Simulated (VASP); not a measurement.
# A VASP study of Ag (Silver) (PBE): structure first, properties next

What structure and properties does PBE give Ag (Silver), and how near are they to the measured ones? The steps: relaxing cell and atoms (PBE), second relaxation, single point with fields (PBE), band structure (PBE), total and projected DOS (PBE), core levels (PBE) and band structure (PBE), changed input. Left out of this account: 1 further run (phonons: it ended without a result to show). The start is a cell from a database of measured crystal structures.

Main program and level: VASP 6.6.1; PBE; plane waves and PAW (Ag).

**Measured values to reproduce.**

“Chemical Reactivity of Supported ZnO Clusters: Undercoordinated Zinc and Oxygen Atoms as Active Sites” (2020, pmc:7756222) quotes from earlier work for Ag, fcc (literature value): lattice constant a (cubic lattice parameter) 4.0857 Å [literature value quoted in the computational section; measurement temperature not stated …].

### 1. Starting point

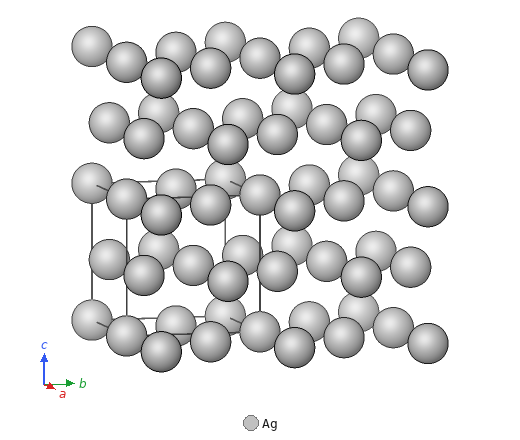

The starting structure, seen slightly off an axis (silver light grey). 2×2×2 cells are drawn. This picture shows the conventional cell, with its axes. Some periodic images of atoms are drawn too.

Structure file:

```xyz
1
Lattice="0.0000 2.0427 2.0427 2.0427 0.0000 2.0427 2.0427 2.0427 0.0000" Properties=species:S:1:pos:R:3 pbc="T T T"
Ag    0.0000    0.0000    0.0000
```

### 2. Relaxing cell and atoms (PBE)

The start need not lie at this functional's minimum. ISIF = 3 frees volume, shape and positions, and EDIFFG sets the threshold on forces and stress at which the search stops. PBE, the usual starting point, adds the gradient of the density.

INCAR

```
SYSTEM = Ag
PREC = Accurate
ENCUT = 400
EDIFF = 1E-06
NELM = 100
ISMEAR = 1
SIGMA = 0.2
LREAL = .FALSE.
ALGO = Normal
GGA = PE
NBANDS = 11
LASPH = .TRUE.
LORBIT = 11
LWAVE = .FALSE.
LCHARG = .FALSE.
KPAR = 2
IBRION = 2
NSW = 60
ISIF = 3
EDIFFG = -0.01
```

POSCAR

```
Ag
1.0
    0.0000000000      2.0427500000      2.0427500000
    2.0427500000      0.0000000000      2.0427500000
    2.0427500000      2.0427500000      0.0000000000
Ag
1
Direct
    0.0000000000      0.0000000000      0.0000000000
```

KPOINTS

```
Automatic mesh
0
Gamma
11 11 11
0 0 0
```

The projector-augmented-wave data sets are Ag (PBE family, release 64).

Started as:

```
mpirun -np 2 vasp_std
```

Log:

```text
[banner, memory and clock lines left out]
running    2 mpi-ranks, on    1 nodes
 distrk:  each k-point on    1 cores,    2 groups
 distr:  one band on    1 cores,    1 groups

 POSCAR found type information on POSCAR Ag
 POSCAR found :  1 types and       1 ions
 LDA part: xc-table for (Slater+PW92), standard interpolation
 POSCAR, INCAR and KPOINTS ok, starting setup
 FFT: planning ... GRIDC
 FFT: planning ... GRID_SOFT
 FFT: planning ... GRID
 WAVECAR not read
 entering main loop
       N       E                     dE             d eps       ncg     rms          rms(c)
DAV:   1     0.414588061295E+02    0.41459E+02   -0.47726E+03  1283   0.724E+02
DAV:   2    -0.240970819530E+01   -0.43869E+02   -0.41613E+02  1385   0.174E+02
DAV:   3    -0.296747681333E+01   -0.55777E+00   -0.55753E+00  1391   0.213E+01
DAV:   4    -0.296909147608E+01   -0.16147E-02   -0.16146E-02  1331   0.122E+00
DAV:   5    -0.296910461372E+01   -0.13138E-04   -0.13137E-04  1415   0.999E-02    0.521E+00
DAV:   6    -0.272093622732E+01    0.24817E+00   -0.10228E+00  1295   0.955E+00    0.335E+00
DAV:   7    -0.271227930886E+01    0.86569E-02   -0.10845E-02  1400   0.100E+00    0.188E+00
DAV:   8    -0.270931207519E+01    0.29672E-02   -0.68155E-04  1329   0.203E-01    0.918E-02
DAV:   9    -0.270931932582E+01   -0.72506E-05   -0.80020E-06  1382   0.226E-02    0.199E-02
DAV:  10    -0.270932514424E+01   -0.58184E-05   -0.38537E-06  1353   0.196E-02    0.674E-03
DAV:  11    -0.270932470103E+01    0.44321E-06   -0.92936E-08   727   0.278E-03
   1 F= -.27093247E+01 E0= -.27091788E+01  d E =-.270932E+01
 curvature:   0.00 expect dE= 0.000E+00 dE for cont linesearch  0.000E+00
 trial: gam= 0.00000 g(F)=  0.563E-62 g(S)=  0.245E-01 ort = 0.000E+00 (trialstep = 0.100E+01)
 search vector abs. value=  0.245E-01
 bond charge predicted
       N       E                     dE             d eps       ncg     rms          rms(c)
DAV:   1    -0.324152109407E+01   -0.53220E+00   -0.88337E+00  1280   0.322E+01    0.510E+00
DAV:   2    -0.273237209726E+01    0.50915E+00   -0.18050E+00  1274   0.127E+01    0.176E+00
DAV:   3    -0.271751728084E+01    0.14855E-01   -0.38544E-02  1417   0.177E+00    0.124E+00
DAV:   4    -0.271411889836E+01    0.33984E-02   -0.37143E-03  1306   0.520E-01    0.965E-02
DAV:   5    -0.271407351453E+01    0.45384E-04   -0.41255E-04  1381   0.159E-01    0.224E-02
DAV:   6    -0.271407917184E+01   -0.56573E-05   -0.70980E-06  1327   0.255E-02    0.254E-03
DAV:   7    -0.271407909531E+01    0.76530E-07   -0.41594E-07   733   0.565E-03
   2 F= -.27140791E+01 E0= -.27135504E+01  d E =-.475439E-02
 trial-energy change:   -0.004754  1 .order   -0.005550   -0.024541    0.013440
 step:   0.6164(harm=  0.6461)  dis= 0.00000  next Energy=    -2.716702 (dE=-0.738E-02)
 bond charge predicted
       N       E                     dE             d eps       ncg     rms          rms(c)
DAV:   1    -0.279738864676E+01   -0.83309E-01   -0.12965E+00  1280   0.120E+01    0.184E+00
DAV:   2    -0.271842666021E+01    0.78962E-01   -0.33805E-01  1268   0.535E+00    0.512E-01
DAV:   3    -0.271706450131E+01    0.13622E-02   -0.21626E-03  1385   0.397E-01    0.340E-01
DAV:   4    -0.271665418592E+01    0.41032E-03   -0.61723E-04  1303   0.173E-01    0.286E-02
DAV:   5    -0.271665266030E+01    0.15256E-05   -0.36693E-06  1352   0.164E-02    0.166E-02
DAV:   6    -0.271665322317E+01   -0.56287E-06   -0.69420E-07   938   0.620E-03
   3 F= -.27166532E+01 E0= -.27162573E+01  d E =-.732852E-02
 curvature:  -0.32 expect dE=-0.566E-06 dE for cont linesearch -0.566E-06
 trial: gam=-0.00841 g(F)=  0.292E-62 g(S)=  0.177E-05 ort = 0.208E-03 (trialstep = 0.923E+00)
 search vector abs. value=  0.227E-09
 reached required accuracy - stopping structural energy minimisation
```

Elapsed: 12 s, on 2 MPI ranks of Intel Xeon Platinum 8488C (Sapphire Rapids), shared host; peak memory 0.26 GiB; 24 s of CPU time.

Lines that name or quote the potential files are left out of all logs, and their timing lines are given in words.

OUTCAR, selected parts (step 2):

```text
ion  position               nearest neighbor table
   1  0.000  0.000  0.000-

  LATTYP: Found a face centered cubic cell.
 ALAT       =     4.0855000000

 Subroutine GETGRP returns: Found 48 space group operations
 (whereof 48 operations were pure point group operations)

The static configuration has the point symmetry O_h .

 Found     56 irreducible k-points:

   k-points           NKPTS =     56   k-points in BZ     NKDIM =     56   number of bands    NBANDS=     11

   dimension x,y,z NGX =    20 NGY =   20 NGZ =   20
   dimension x,y,z NGXF=    40 NGYF=   40 NGZF=   40

   ENCUT  =  400.0 eV  29.40 Ry    5.42 a.u.   4.71  4.71  4.71*2*pi/ulx,y,z

   NELECT =      11.0000    total number of electrons

 k-points in reciprocal lattice and weights: Automatic mesh
   0.00000000  0.00000000  0.00000000       0.001
   0.09090909  0.00000000  0.00000000       0.006
   0.18181818  0.00000000  0.00000000       0.006
   0.27272727  0.00000000  0.00000000       0.006
   0.36363636  0.00000000  0.00000000       0.006
   0.45454545  0.00000000  0.00000000       0.006
   0.09090909  0.09090909  0.00000000       0.005
   0.18181818  0.09090909  0.00000000       0.018
   0.27272727  0.09090909  0.00000000       0.018
[...]
-0.36363636  0.45454545  0.18181818       0.018
  -0.27272727  0.45454545  0.18181818       0.018

 average (electrostatic) potential at core
       1 -71.1830

 E-fermi :   8.2041

 k-point     1 :       0.0000    0.0000    0.0000
  band No.  band energies     occupation
    ...
      2       3.2501      2.00000
      3       3.2501      2.00000
      4       3.2501      2.00000
      5       4.2183      2.00000
      6       4.2183      2.00000
      7      23.8762      0.00000
      8      27.2387      0.00000
      9      27.2387      0.00000
     10      27.2387      0.00000
     11      31.9597      0.00000

 k-point     2 :       0.0909    0.0000    0.0000
  band No.  band energies     occupation
    ...
      2       3.2000      2.00000
      3       3.3146      2.00000
      4       3.3146      2.00000
      5       4.1965      2.00000
      6       4.1965      2.00000
      7      23.7845      0.00000
      8      25.4769      0.00000
      9      27.3055      0.00000
     10      27.3055      0.00000
     11      31.4853      0.00000

 k-point     3 :       0.1818    0.0000    0.0000
  band No.  band energies     occupation
    ...
      2       3.1740      2.00000
      3       3.4302      2.00000
      4       3.4302      2.00000
      5       4.2065      2.00000
      6       4.2065      2.00000
      7      21.3932      0.00000
      8      24.6817      0.00000
      9      27.3482      0.00000
     10      27.3482      0.00000
     11      30.3599      0.00000

  Total        0.0034929      0.0034929      0.0034929     -0.0000000      0.0000000     -0.0000000
  in kB        0.3164958      0.3164958      0.3164958     -0.0000000      0.0000000     -0.0000000
  external PRESSURE =       0.3164958 kB  Pullay stress =       0.0000000 kB

  energy-cutoff  :      400.00
  volume of cell :       17.68
      direct lattice vectors                 reciprocal lattice vectors
    -0.000000000  2.067763811  2.067763811    -0.241807114  0.241807114  0.241807114
     2.067763811  0.000000000  2.067763811     0.241807114 -0.241807114  0.241807114
     2.067763811  2.067763811  0.000000000     0.241807114  0.241807114 -0.241807114

 POSITION                                       TOTAL-FORCE (eV/Angst)
 -----------------------------------------------------------------------------------
     -0.00000      0.00000      0.00000         0.000000      0.000000      0.000000
 -----------------------------------------------------------------------------------
    total drift:                                0.000000     -0.000000     -0.000000

  FREE ENERGIE OF THE ION-ELECTRON SYSTEM (eV)
  ---------------------------------------------------
  free  energy   TOTEN  =        -2.7166532232 eV

  energy  without entropy=       -2.7154655299  energy(sigma->0) =       -2.71625733

 reached required accuracy - stopping structural energy minimisation

 total charge
# of ion       s       p       d       tot
------------------------------------------
    1        0.409   0.279   9.155   9.843

[... 3 further parts left out ...]
```

CONTCAR:

```
Ag
   1.00000000000000
    -0.0000000000000000    2.0677638109237488    2.0677638109237488
     2.0677638109237488    0.0000000000000000    2.0677638109237488
     2.0677638109237488    2.0677638109237488    0.0000000000000000
  Ag
     1
Direct
     0.0000000000000000    0.0000000000000000    0.0000000000000000
```

This run has no spin polarisation. Its electron count is odd, so without a moment it is a metal by construction. The k-mesh is coarse for a metal. The run keeps the 48 symmetry operations of its start, so it cannot find a distortion of lower symmetry.

Step by step:

```csv
step,energy less that of the first step (eV),largest force (eV/Å),pressure (GPa),volume (Å³)
1,0.0000,0.0000,3.87,17.05
2,-0.0048,0.0000,-2.00,18.08
3,-0.0073,0.0000,0.03,17.68
```

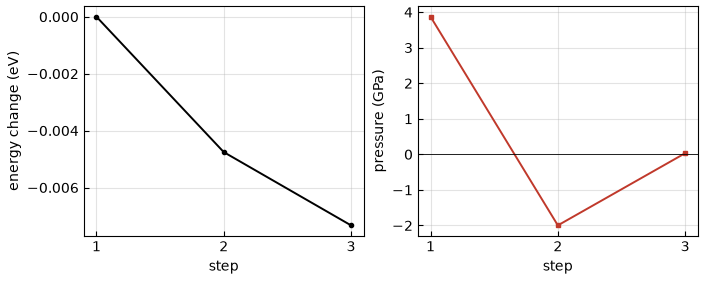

Energy and pressure along the relaxation.

```csv
"conventional cell, symmetrised",before,after,change
a (Å),4.085,4.136,+1.2 %
b (Å),4.085,4.136,+1.2 %
c (Å),4.085,4.136,+1.2 %
volume (Å³/atom),17.05,17.68,+3.7 %
```

The relaxed structure:

```
Ag
1.0
     0.00000    2.06776    2.06776
     2.06776    0.00000    2.06776
     2.06776    2.06776    0.00000
Ag
1
Direct
  0.00000 0.00000 0.00000
```

This step gave:

```yaml
electrons: 11
bands: 11
irreducible_k_points: 56
symmetry_operations: 48
free_energy_toten: -2.717 eV
energy_at_zero_smearing: -2.716 eV
fermi_energy: 8.204 eV
pressure: 0.03165 GPa
metallic: yes
scf_cycles_over_all_ionic_steps: 24
```

It ends with forces that vanish by symmetry and a pressure of 0.03 GPa. The volume lies +3.7 % from that of the database's start.

### 3. Second relaxation

A relaxation keeps the plane waves of the cell it began with, so it is repeated from the new cell, on a basis made for it.

INCAR is that of step 2.

POSCAR

```
Ag
1.0
    0.0000000000      2.0677638109      2.0677638109
    2.0677638109      0.0000000000      2.0677638109
    2.0677638109      2.0677638109      0.0000000000
Ag
1
Direct
    0.0000000000      0.0000000000      0.0000000000
```

KPOINTS is that of step 2.

Started as:

```
mpirun -np 2 vasp_std
```

Log:

```text
[... set-up lines as in an earlier step ...]
 entering main loop
       N       E                     dE             d eps       ncg     rms          rms(c)
DAV:   1     0.395951437817E+02    0.39595E+02   -0.47427E+03  1320   0.721E+02
DAV:   2    -0.243873111656E+01   -0.42034E+02   -0.39663E+02  1373   0.170E+02
DAV:   3    -0.296546571147E+01   -0.52673E+00   -0.52657E+00  1412   0.206E+01
DAV:   4    -0.296701756101E+01   -0.15518E-02   -0.15518E-02  1334   0.116E+00
DAV:   5    -0.296703049651E+01   -0.12936E-04   -0.12936E-04  1388   0.969E-02    0.473E+00
DAV:   6    -0.272825275513E+01    0.23878E+00   -0.10208E+00  1280   0.947E+00    0.311E+00
DAV:   7    -0.272125500106E+01    0.69978E-02   -0.78448E-03  1394   0.855E-01    0.178E+00
DAV:   8    -0.271864239568E+01    0.26126E-02   -0.68804E-04  1323   0.213E-01    0.785E-02
DAV:   9    -0.271865097349E+01   -0.85778E-05   -0.77043E-06  1376   0.213E-02    0.203E-02
DAV:  10    -0.271865670158E+01   -0.57281E-05   -0.38600E-06  1362   0.198E-02    0.552E-03
DAV:  11    -0.271865634793E+01    0.35365E-06   -0.80102E-08   709   0.255E-03
   1 F= -.27186563E+01 E0= -.27182603E+01  d E =-.271866E+01
 curvature:   0.00 expect dE= 0.000E+00 dE for cont linesearch  0.000E+00
 trial: gam= 0.00000 g(F)=  0.223E-62 g(S)=  0.296E-04 ort = 0.000E+00 (trialstep = 0.100E+01)
 search vector abs. value=  0.296E-04
 bond charge predicted
       N       E                     dE             d eps       ncg     rms          rms(c)
DAV:   1    -0.271933737754E+01   -0.68068E-03   -0.10932E-02  1292   0.111E+00    0.171E-01
DAV:   2    -0.271868539235E+01    0.65199E-03   -0.26732E-03  1298   0.481E-01    0.522E-02
DAV:   3    -0.271866991162E+01    0.15481E-04   -0.23284E-05  1391   0.419E-02    0.351E-02
DAV:   4    -0.271866298811E+01    0.69235E-05   -0.50216E-06  1327   0.164E-02    0.190E-03
DAV:   5    -0.271866299663E+01   -0.85172E-08   -0.35476E-08   706   0.167E-03
   2 F= -.27186630E+01 E0= -.27182534E+01  d E =-.664870E-05
 trial-energy change:   -0.000007  1 .order   -0.000010   -0.000030    0.000010
 step:   0.7466(harm=  0.7466)  dis= 0.00000  next Energy=    -2.718667 (dE=-0.111E-04)
 reached required accuracy - stopping structural energy minimisation
```

The job ended after 8.2 s (2 MPI ranks; peak memory 0.25 GiB; 15 s of CPU time).

Parts of OUTCAR (step 3):

```text
  LATTYP: Found a face centered cubic cell.
 ALAT       =     4.1355276218

The static configuration has the point symmetry O_h .

 Found     56 irreducible k-points:

   ENCUT  =  400.0 eV  29.40 Ry    5.42 a.u.   4.77  4.77  4.77*2*pi/ulx,y,z

   NELECT =      11.0000    total number of electrons

 E-fermi :   8.1770

 k-point     1 :       0.0000    0.0000    0.0000
  band No.  band energies     occupation
    ...
      2       3.2298      2.00000
      3       3.2298      2.00000
      4       3.2298      2.00000
      5       4.1944      2.00000
      6       4.1944      2.00000
      7      23.8434      0.00000
      8      27.1939      0.00000
      9      27.1939      0.00000
     10      27.1939      0.00000
     11      31.9102      0.00000

 k-point     2 :       0.0909    0.0000    0.0000
  band No.  band energies     occupation
    ...
      2       3.1796      2.00000
      3       3.2939      2.00000
      4       3.2939      2.00000
      5       4.1724      2.00000
      6       4.1724      2.00000
      7      23.7484      0.00000
      8      25.4338      0.00000
      9      27.2588      0.00000
     10      27.2588      0.00000
     11      31.4311      0.00000

  Total       -0.0048542     -0.0048542     -0.0048542      0.0000000     -0.0000000      0.0000000
  in kB       -0.4389315     -0.4389315     -0.4389315      0.0000000     -0.0000000      0.0000000
  external PRESSURE =      -0.4389315 kB  Pullay stress =       0.0000000 kB

  energy-cutoff  :      400.00
  volume of cell :       17.72
      direct lattice vectors                 reciprocal lattice vectors
    -0.000000000  2.069190843  2.069190843    -0.241640350  0.241640350  0.241640350
     2.069190843 -0.000000000  2.069190843     0.241640350 -0.241640350  0.241640350
     2.069190843  2.069190843 -0.000000000     0.241640350  0.241640350 -0.241640350

 POSITION                                       TOTAL-FORCE (eV/Angst)
 -----------------------------------------------------------------------------------
      0.00000      0.00000      0.00000         0.000000     -0.000000      0.000000
 -----------------------------------------------------------------------------------
    total drift:                                0.000000     -0.000000      0.000000

  FREE ENERGIE OF THE ION-ELECTRON SYSTEM (eV)
  ---------------------------------------------------
  free  energy   TOTEN  =        -2.7186629966 eV

  energy  without entropy=       -2.7174340667  energy(sigma->0) =       -2.71825335

 total charge
# of ion       s       p       d       tot
------------------------------------------
    1        0.408   0.278   9.155   9.841

[... 6 parts as in an earlier step ...]

[... 5 further parts left out ...]
```

Little changed from the start: no atom moved by 0.005 Å and no cell edge by 0.1 %.

This step gave:

```yaml
free_energy_toten: -2.719 eV
energy_at_zero_smearing: -2.718 eV
fermi_energy: 8.177 eV
pressure: -0.04389 GPa
scf_cycles_over_all_ionic_steps: 16
```

It ends with forces that vanish by symmetry and a pressure of -0.04 GPa.

[end of part 1 of 3]

[Lines on the potential files, build, host, timing and source positions are cut from VASP's logs without a mark.]

[Logs are printed without paths, hosts, clocks, repeated set-up lines and the standing remarks that a program may print on its own settings, such as how far it seeks lower states.]

[Hosts, paths, dates, database ids (printed as entryN), source tags and the programs' standing remarks are cut or masked in the printed files.]

[A measured line is paired with the nearest computed mode of its activity, which favours agreement.]
